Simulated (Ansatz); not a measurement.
# SiH₂ (triplet): one geometry, many settings at distance Si1–H2 = 1.486 Å

What do other methods and options give for SiH₂ (triplet) at this geometry, and how long do they take?

Program: Ansatz 0.2.0, Gaussian basis. Level of theory: the settings change from run to run. These are calculated values, not measurements.

17 further runs of the same task are left out: 14 that didn't finish, 3 set aside as unsound or not needed.

### 1 The system

The geometry derives from a PBE0/def2-TZVP stationary point (not a proven minimum). One bond is set to the value named and the two fragments are kept rigid.

3 atoms, charge 0, spin multiplicity 3.

Atoms are counted from 1 here; the program's logs count them from 0.

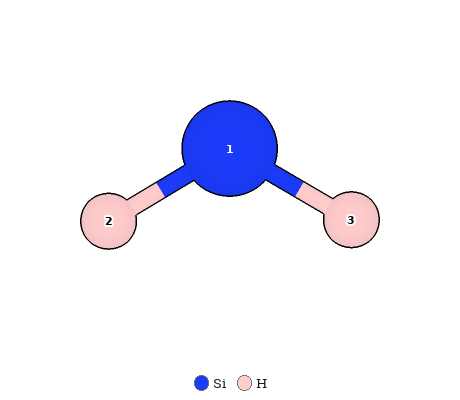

The structure; silicon blue, hydrogen pink; atoms are numbered from 1 in the order of the file.

### 2 BCCD on ROHF/def2-SVP

in.yaml

```yaml
crystal:
  periodic: [false, false, false]
  atoms:
    - {symbol: Si, position_ang: [0.000000, -0.050740, 0.000000]}
    - {symbol: H, position_ang: [0.000000, 0.706913, -1.278374]}
    - {symbol: H, position_ang: [0.000000, 0.706912, 1.278374]}
basis:
  gaussian: {orbitals: def2-SVP}
magnetization: {spin_polarized: false, initial_magnetization: 2}
correlation: {method: bccd, electrons: all, diis_vectors: 1}
```

The run is started by

```bash
> ansatz run in.yaml --threads 1 --pin off --events-out ev --progress --plain --max-ram 2393MiB
```

Log:

```text
Functional definition: HF
  name "HF"
  cite "Fock, Z. Phys. 61, 126 (1930) doi:10.1007/BF01340294"
  parent pbe
  exchange = exact_x
  correlation = 0
272 factors; integrals over basis functions are off by at most 8.0e-4 eV
mean field evaluation 1: about -7888.4107 eV, gradient 7.6e0 eV
mean field evaluation 2: about -7888.4108 eV, gradient 7.6e0 eV
mean field evaluation 4: about -7889.0383 eV, gradient 5.1e-1 eV
mean field evaluation 8: about -7889.0420 eV, gradient 5.6e-6 eV
mean field -7889.04197449 eV, -289.9169451779 hartree, gradient 7.2e-6 eV, S^2 2.000000; 0 other end points of the search recorded, 0 dependent functions left out
mean field evaluation 16: about -7888.4512 eV, gradient 6.5e0 eV
reference -7889.04197449 eV, -289.9169451779 hartree; 9, 7 occupied and 19, 21 virtual orbitals, 272 factors
second order -2.17866935 eV of doubles, -0.03084555 eV of singles
cycle   1  -2.62171985 eV  change   -4.1e-1 eV  update   4.9e-2
cycle   2  -2.77392389 eV  change   -1.5e-1 eV  update   2.0e-2
cycle   3  -2.78107123 eV  change   -7.1e-3 eV  update   6.3e-3
cycle   4  -2.77939495 eV  change    1.7e-3 eV  update   2.7e-3
cycle   5  -2.77747869 eV  change    1.9e-3 eV  update   8.6e-4
cycle   6  -2.77662186 eV  change    8.6e-4 eV  update   3.8e-4
cycle   7  -2.77646156 eV  change    1.6e-4 eV  update   1.4e-4
cycle   8  -2.77640519 eV  change    5.6e-5 eV  update   7.2e-5
cycle   9  -2.77639588 eV  change    9.3e-6 eV  update   3.4e-5
cycle  10  -2.77639372 eV  change    2.2e-6 eV  update   1.9e-5
Total energy: -7891.81836822 eV, -290.0189757654 hartree
```

It took 0.45 s on 1 thread of Arm Neoverse V2, shared host.

From the report: correlation -2.7764 eV; largest double amplitude 0.05.

### 3 CASSCF(2,8)/cc-pVDZ

Changes to in.yaml since step 2:

```diff
@@ -7,4 +7,6 @@
 basis:
-  gaussian: {orbitals: def2-SVP}
+  gaussian: {orbitals: cc-pVDZ}
 magnetization: {spin_polarized: false, initial_magnetization: 2}
-correlation: {method: bccd, electrons: all, diis_vectors: 1}
+correlation: {active_space: {window: {electrons: 2, orbitals: 8}}}
+accuracy: high
+output: {forces: true}
```

The command is unchanged.

Log, cut to the lines that bear on the results:

```text
Functional definition: HF
  name "HF"
  cite "Fock, Z. Phys. 61, 126 (1930) doi:10.1007/BF01340294"
  parent pbe
[...]
547 factors; integrals over basis functions are off by at most 3.1e-9 eV
[...]
mean field -7891.56730601 eV, -290.0097493995 hartree, gradient 2.6e-8 eV, S^2 2.000000; 0 other end points of the search recorded, 0 dependent functions left out
reference -7891.56730601 eV, -290.0097493995 hartree; 9, 7 occupied and 19, 21 virtual orbitals, 547 factors
state -7891.72189200 eV, -290.0154303298 hartree
[...]
Total energy: -7891.72189200 eV, -290.0154303298 hartree
Atom 0 at     0.000000    -0.050740     0.000000 Å, force     0.000000     0.037502     0.000000 eV/Å
Atom 1 at     0.000000     0.706913    -1.278374 Å, force    -0.000000    -0.018751     0.093510 eV/Å
Atom 2 at     0.000000     0.706912     1.278374 Å, force    -0.000000    -0.018751    -0.093510 eV/Å
Dipole moment:     0.000000    -0.052619    -0.000000 e Å
```

It took 0.9 s on 1 thread of Arm Neoverse V2, shared host.

From the report: 64 determinants; active occupations 0.99, 0.99, 0.00, 0.00, 0.00, 0.00, 0.00, 0.00.

### 4 CISDT/6-31G*

in.yaml

```yaml
crystal:
  periodic: [false, false, false]
  atoms:
    - {symbol: Si, position_ang: [0.000000, -0.050740, 0.000000]}
    - {symbol: H, position_ang: [0.000000, 0.706913, -1.278374]}
    - {symbol: H, position_ang: [0.000000, 0.706912, 1.278374]}
basis:
  gaussian: {orbitals: "6-31G*", fitting: {mean_field: def2-universal-jkfit}}
magnetization: {spin_polarized: false, initial_magnetization: 2}
correlation: {active_space: {ras: {orbitals: [2, 2, 14], electrons: 6, max_holes: 3, max_particles: 3}, fixed_orbitals: true}}
```

The command is unchanged.

Log:

```text
Functional definition: HF
  name "HF"
  cite "Fock, Z. Phys. 61, 126 (1930) doi:10.1007/BF01340294"
  parent pbe
  exchange = exact_x
  correlation = 0
164 factors; integrals over basis functions are off by at most 8.4e-2 eV
mean field evaluation 1: about -7890.4167 eV, gradient 7.5e0 eV
mean field evaluation 2: about -7890.9820 eV, gradient 2.2e0 eV
mean field evaluation 4: about -7891.0519 eV, gradient 1.1e-1 eV
mean field -7891.05203282 eV, -289.9908134590 hartree, gradient 2.1e-6 eV, S^2 2.000000; 0 other end points of the search recorded, 0 dependent functions left out
reference -7891.05203282 eV, -289.9908134590 hartree; 9, 7 occupied and 14, 16 virtual orbitals, 164 factors
state -7893.10786444 eV, -290.0663638775 hartree
Total energy: -7893.10786444 eV, -290.0663638775 hartree
```

Run time: 0.51 s. Hardware: 1 thread of Arm Neoverse V2, shared host.

From the report: 17,458 determinants.

### 5 CCSDT on ROHF/def2-TZVP

in.yaml

```yaml
crystal:
  periodic: [false, false, false]
  atoms:
    - {symbol: Si, position_ang: [0.000000, -0.050740, 0.000000]}
    - {symbol: H, position_ang: [0.000000, 0.706913, -1.278374]}
    - {symbol: H, position_ang: [0.000000, 0.706912, 1.278374]}
basis:
  gaussian: {orbitals: def2-TZVP}
magnetization: {spin_polarized: false, initial_magnetization: 2}
correlation: {method: ccsdt, electrons: outside_noble_gas}
scf: {lower_state_search: light}
```

The command is unchanged.

Log, cut to the lines that bear on the results:

```text
Functional definition: HF
  name "HF"
  cite "Fock, Z. Phys. 61, 126 (1930) doi:10.1007/BF01340294"
  parent pbe
[...]
619 factors; integrals over basis functions are off by at most 1.5e-7 eV
[...]
mean field -7891.77582099 eV, -290.0174121834 hartree, gradient 5.8e-6 eV, S^2 2.000000; 0 other end points of the search recorded, 0 dependent functions left out
5 core orbitals not correlated: weight in the atoms' cores, before any rotation towards them, 1.000 or more for the frozen orbitals, at most 0.000 for the correlated occupied ones
reference -7891.77582099 eV, -290.0174121834 hartree; 4, 2 occupied and 40, 42 virtual orbitals, 619 factors
second order -2.28932071 eV of doubles, -0.03180896 eV of singles
cycle   1  -2.76130058 eV  change   -4.4e-1 eV  update   5.9e-2
[...]
cycle  14  -3.05227990 eV  change    4.1e-7 eV  update   1.8e-7
Total energy: -7894.82810089 eV, -290.1295814010 hartree
```

Wall time 4.3 s (1 thread of Arm Neoverse V2, shared host).

From the report: correlation -3.0523 eV; T1 0.024; largest double amplitude 0.04.

### 6 NEVPT2(4,9)/6-31++G**

in.yaml

```yaml
crystal:
  periodic: [false, false, false]
  atoms:
    - {symbol: Si, position_ang: [0.000000, -0.050740, 0.000000]}
    - {symbol: H, position_ang: [0.000000, 0.706913, -1.278374]}
    - {symbol: H, position_ang: [0.000000, 0.706912, 1.278374]}
basis:
  gaussian: {orbitals: "6-31++G**"}
magnetization: {spin_polarized: false, initial_magnetization: 2}
correlation: {method: sc_nevpt2, electrons: valence, active_space: {window: {electrons: 4, orbitals: 9}, states: [{multiplicity: 3, weights: [1, 0.5]}, {multiplicity: 5, weights: [1]}], root: 0}}
```

Launched as before.

Log, cut to the lines that bear on the results:

```text
Functional definition: HF
  name "HF"
  cite "Fock, Z. Phys. 61, 126 (1930) doi:10.1007/BF01340294"
  parent pbe
[...]
542 factors; integrals over basis functions are off by at most 1.7e-7 eV
[...]
mean field -7891.15935748 eV, -289.9947575675 hartree, gradient 4.1e-6 eV, S^2 2.000000; 0 other end points of the search recorded, 0 dependent functions left out
reference -7891.15935748 eV, -289.9947575675 hartree; 9, 7 occupied and 26, 28 virtual orbitals, 542 factors
state -7891.91453471 eV, -290.0225098186 hartree
state -7887.17323212 eV, -289.8482701624 hartree
state -7891.91453471 eV, -290.0225098186 hartree; corrected -7893.22100363 eV, -290.0705216661 hartree
state -7887.17323212 eV, -289.8482701624 hartree; corrected -7888.48894743 eV, -289.8966218082 hartree
state -7883.15058524 eV, -289.7004406163 hartree
state -7883.15058524 eV, -289.7004406163 hartree; corrected -7884.47566444 eV, -289.7491363787 hartree
Total energy: -7893.22100363 eV, -290.0705216661 hartree
```

Run time: 4 s. Hardware: 1 thread of Arm Neoverse V2, shared host.

From the report: 616 determinants; active occupations (of the averaged states) 1.57, 1.00, 0.81, 0.60, 0.01, 0.01, 0.01, 0.00, 0.00.

### 7 CCSDT(Q) on ROHF/6-31G*

in.yaml

```yaml
crystal:
  periodic: [false, false, false]
  atoms:
    - {symbol: Si, position_ang: [0.000000, -0.050740, 0.000000]}
    - {symbol: H, position_ang: [0.000000, 0.706913, -1.278374]}
    - {symbol: H, position_ang: [0.000000, 0.706912, 1.278374]}
basis:
  gaussian: {orbitals: "6-31G*"}
magnetization: {spin_polarized: false, initial_magnetization: 2}
correlation: {method: ccsdt_q, electrons: outside_noble_gas}
```

Same command.

Log, cut to the lines that bear on the results:

```text
Functional definition: HF
  name "HF"
  cite "Fock, Z. Phys. 61, 126 (1930) doi:10.1007/BF01340294"
  parent pbe
[...]
382 factors; integrals over basis functions are off by at most 3.5e-8 eV
[...]
mean field -7891.05199673 eV, -289.9908121326 hartree, gradient 1.5e-6 eV, S^2 2.000000; 0 other end points of the search recorded, 0 dependent functions left out
5 core orbitals not correlated: weight in the atoms' cores, before any rotation towards them, 1.000 or more for the frozen orbitals, at most 0.000 for the correlated occupied ones
reference -7891.05199673 eV, -289.9908121326 hartree; 4, 2 occupied and 14, 16 virtual orbitals, 382 factors
second order -1.48745484 eV of doubles, -0.02833731 eV of singles
cycle   1  -1.86349956 eV  change   -3.5e-1 eV  update   5.3e-2
[...]
cycle  12  -2.08853621 eV  change   -5.1e-8 eV  update   3.9e-7
perturbative correction -0.00034725 eV, -0.0000127611 hartree
Total energy: -7893.14088019 eV, -290.0675771839 hartree
```

Wall time 1.5 s (1 thread of Arm Neoverse V2, shared host).

From the report: correlation -2.0889 eV; T1 0.020; largest double amplitude 0.05.

### 8 MRCISD+Q(relaxed)(4,5)/STO-3G

Changes to in.yaml since step 7:

```diff
@@ -7,4 +7,4 @@
 basis:
-  gaussian: {orbitals: "6-31G*"}
+  gaussian: {orbitals: STO-3G}
 magnetization: {spin_polarized: false, initial_magnetization: 2}
-correlation: {method: ccsdt_q, electrons: outside_noble_gas}
+correlation: {method: fic_mrcisd_q_relaxed, electrons: valence, active_space: {window: {electrons: 4, orbitals: 5}}}
```

Same command.

Log, cut to the lines that bear on the results:

```text
Functional definition: HF
  name "HF"
  cite "Fock, Z. Phys. 61, 126 (1930) doi:10.1007/BF01340294"
  parent pbe
[...]
115 factors; integrals over basis functions are off by at most 1.4e-5 eV
[...]
mean field -7799.79081060 eV, -286.6370254016 hartree, gradient 6.5e-7 eV, S^2 2.000000; 0 other end points of the search recorded, 0 dependent functions left out
reference -7799.79081060 eV, -286.6370254016 hartree; 9, 7 occupied and 2, 4 virtual orbitals, 115 factors
state -7800.32073047 eV, -286.6564995977 hartree
contracted CI cycle   1: correlation -0.00000000 eV, -0.0000000000 hartree, residual 4.14e0 eV
contracted CI cycle   2: correlation -0.52026420 eV, -0.0191193568 hartree, residual 8.73e-1 eV
contracted CI cycle   3: correlation -0.54052163 eV, -0.0198638035 hartree, residual 1.97e-1 eV
contracted CI cycle   4: correlation -0.54161326 eV, -0.0199039203 hartree, residual 6.19e-2 eV
contracted CI cycle   5: correlation -0.54173773 eV, -0.0199084946 hartree, residual 1.78e-2 eV
contracted CI cycle   6: correlation -0.54174822 eV, -0.0199088797 hartree, residual 4.18e-3 eV
contracted CI cycle   7: correlation -0.54174879 eV, -0.0199089010 hartree, residual 1.22e-3 eV
state -7800.32073047 eV, -286.6564995977 hartree; corrected -7800.87255439 eV, -286.6767787526 hartree
Total energy: -7800.87255439 eV, -286.6767787526 hartree
```

Wall time 0.3 s (1 thread of Arm Neoverse V2, shared host).

From the report: 48 determinants; active occupations 1.97, 1.00, 1.00, 0.03, 0.00.

### 9 NEVPT4(SD)(2,3)/cc-pVDZ

in.yaml

```yaml
crystal:
  periodic: [false, false, false]
  atoms:
    - {symbol: Si, position_ang: [0.000000, -0.050740, 0.000000]}
    - {symbol: H, position_ang: [0.000000, 0.706913, -1.278374]}
    - {symbol: H, position_ang: [0.000000, 0.706912, 1.278374]}
basis:
  gaussian: {orbitals: cc-pVDZ}
magnetization: {spin_polarized: false, initial_magnetization: 2}
correlation: {method: fic_nevpt4_sd, electrons: outside_noble_gas, active_space: {window: {electrons: 2, orbitals: 3}}}
scf: {lower_state_search: light}
```

Launched as before.

Log:

```text
Functional definition: HF
  name "HF"
  cite "Fock, Z. Phys. 61, 126 (1930) doi:10.1007/BF01340294"
  parent pbe
  exchange = exact_x
  correlation = 0
271 factors; integrals over basis functions are off by at most 1.2e-3 eV
mean field evaluation 1: about -7890.8958 eV, gradient 7.5e0 eV
mean field evaluation 2: about -7890.8970 eV, gradient 7.5e0 eV
mean field evaluation 4: about -7891.5625 eV, gradient 5.5e-1 eV
mean field evaluation 8: about -7891.5673 eV, gradient 3.9e-4 eV
mean field -7891.56728094 eV, -290.0097484781 hartree, gradient 1.0e-6 eV, S^2 2.000000; 0 other end points of the search recorded, 0 dependent functions left out
reference -7891.56728094 eV, -290.0097484781 hartree; 9, 7 occupied and 19, 21 virtual orbitals, 271 factors
state -7891.56728094 eV, -290.0097484781 hartree
state -7891.56728094 eV, -290.0097484781 hartree; corrected -7894.17946336 eV, -290.1057444113 hartree
WARN: 1 active orbitals are nearly empty or full. The corrections depend on them more than the energy does, and are more stable in an active space without them
Total energy: -7894.17946336 eV, -290.1057444113 hartree
```

It took 0.36 s on 1 thread of Arm Neoverse V2, shared host.

From the report: 4 determinants; active occupations 1.00, 1.00, 0.00. The report marks this result as in doubt.

### 10 CCSDT on UHF/STO-3G

in.yaml

```yaml
crystal:
  periodic: [false, false, false]
  atoms:
    - {symbol: Si, position_ang: [0.000000, -0.050740, 0.000000]}
    - {symbol: H, position_ang: [0.000000, 0.706913, -1.278374]}
    - {symbol: H, position_ang: [0.000000, 0.706912, 1.278374]}
basis:
  gaussian: {orbitals: STO-3G}
magnetization: {spin_polarized: true, initial_magnetization: 2}
correlation: {method: ccsdt, electrons: outside_noble_gas, diis_vectors: 12}
```

The command is unchanged.

Log, cut to the lines that bear on the results:

```text
Functional definition: HF
  name "HF"
  cite "Fock, Z. Phys. 61, 126 (1930) doi:10.1007/BF01340294"
  parent pbe
[...]
163 factors; integrals over basis functions are off by at most 2.5e-8 eV
[...]
mean field -7799.80315747 eV, -286.6374791407 hartree, gradient 1.2e-6 eV, S^2 2.002421; 1 other end points of the search recorded, 0 dependent functions left out
5 core orbitals not correlated: weight in the atoms' cores, before any rotation towards them, 1.000 or more for the frozen orbitals, at most 0.000 for the correlated occupied ones
reference -7799.80315747 eV, -286.6374791407 hartree; 4, 2 occupied and 2, 4 virtual orbitals, 163 factors
second order -0.64851374 eV of doubles, -0.00000000 eV of singles
cycle   1  -0.88923717 eV  change   -2.4e-1 eV  update   4.4e-2
[...]
cycle  12  -1.05937169 eV  change    5.6e-7 eV  update   7.3e-8
Total energy: -7800.86252916 eV, -286.6764103321 hartree
```

Run time: 0.45 s. Hardware: 1 thread of Arm Neoverse V2, shared host.

From the report: ⟨S²⟩ of the determinant 2.002 (pure triplet: 2.00); correlation -1.0594 eV; T1 0.005; largest double amplitude 0.06.

### 11 The runs in one table

Where basis and cores are those of an earlier FCI/cc-pVDZ run (-7894.2518 eV), and the state is the same kind, the miss against it is given. † marks a result that the program doubts.

| level | correlated | functions | energy (eV) | from FCI (meV) | time |
| --- | --- | --- | --- | --- | --- |
| BCCD on ROHF/def2-SVP | all | 28 | -7891.8184 |  | 0.45 s |
| CASSCF(2,8)/cc-pVDZ |  | 28 | -7891.7219 | 2529.9 | 0.9 s |
| CISDT/6-31G* | valence | 23 | -7893.1079 |  | 0.51 s |
| CCSDT on ROHF/def2-TZVP | outside noble gas | 49 | -7894.8281 |  | 4.3 s |
| NEVPT2(4,9)/6-31++G** (lowest root of an average) | valence | 35 | -7893.2210 |  | 4 s |
| CCSDT(Q) on ROHF/6-31G* | outside noble gas | 23 | -7893.1409 |  | 1.5 s |
| MRCISD+Q(relaxed)(4,5)/STO-3G | valence | 11 | -7800.8726 |  | 0.3 s |
| NEVPT4(SD)(2,3)/cc-pVDZ † | outside noble gas | 28 | -7894.1795 | 72.3 | 0.36 s |
| CCSDT on UHF/STO-3G | outside noble gas | 11 | -7800.8625 |  | 0.45 s |

### 12 Summary of results

| quantity | value |
| --- | --- |
| runs | 9 |
| quickest | MRCISD+Q(relaxed)(4,5)/STO-3G, 0.3 s |
| slowest | CCSDT on ROHF/def2-TZVP, 4.3 s |

Total energies in different bases, with other cores or another treatment of relativity can't be set against each other. CCSDT on ROHF/def2-TZVP took 14 times as long as MRCISD+Q(relaxed)(4,5)/STO-3G; the jobs differ in more than the method. Hartree-Fock, CASSCF and CASCI lack dynamic correlation by design.
